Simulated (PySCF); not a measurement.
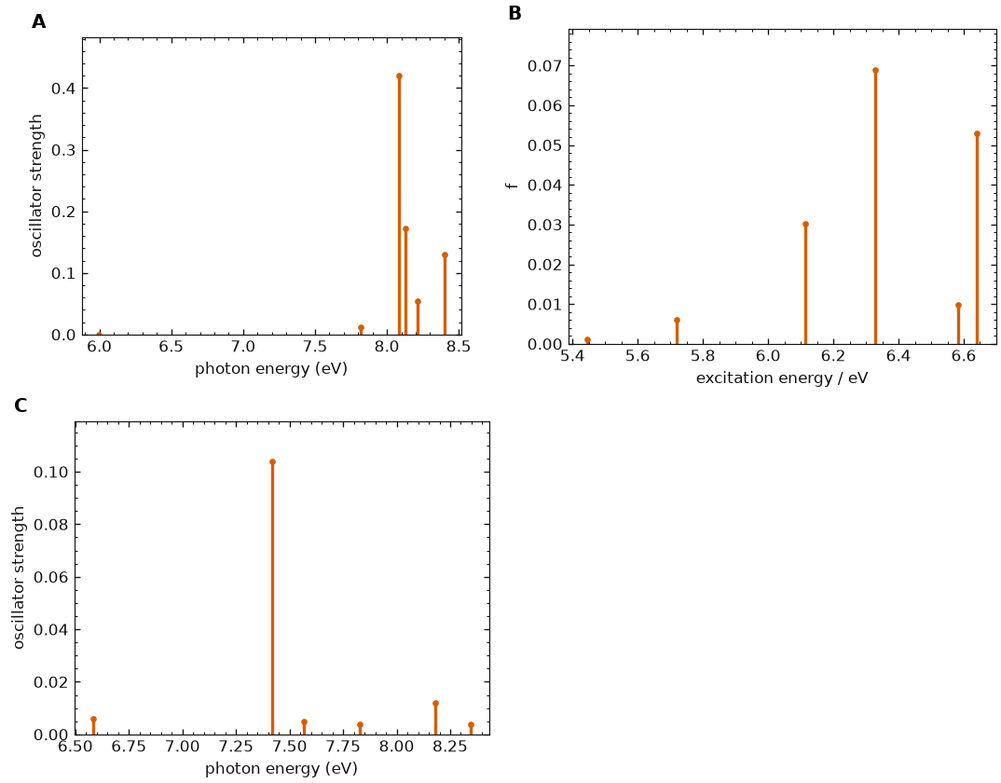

Vertical TDDFT excitations, ωB97X-D/def2-SVPD (IEF-PCM acetone), PySCF, at a PBE0-D3(BJ)/def2-SVP geometry (no frequency check). Each panel shows the lowest singlet states that were computed.

Which panel belongs to which molecule?
1. C₃H₁₂B₂O₂Si, SMILES BOBO[Si](C)(C)C
2. C₂H₅BrS₂Si, SMILES Br[SiH]1SCCS1
3. C₆H₁₁N, SMILES C1C[C@H]2CNC[C@@H]12

A: 1 (S1 at 6.00 eV, brightest at 8.09 eV)
B: 2 (S1 at 5.45 eV, brightest at 6.33 eV)
C: 3 (S1 at 6.58 eV, brightest at 7.42 eV)

Caveats, for all or some of the runs: core orbitals are frozen in the response; one conformer of a flexible molecule; spin-orbit coupling is left out, and with Br it can shift these levels and split any degenerate set; states above the negative HOMO energy depend on the basis.
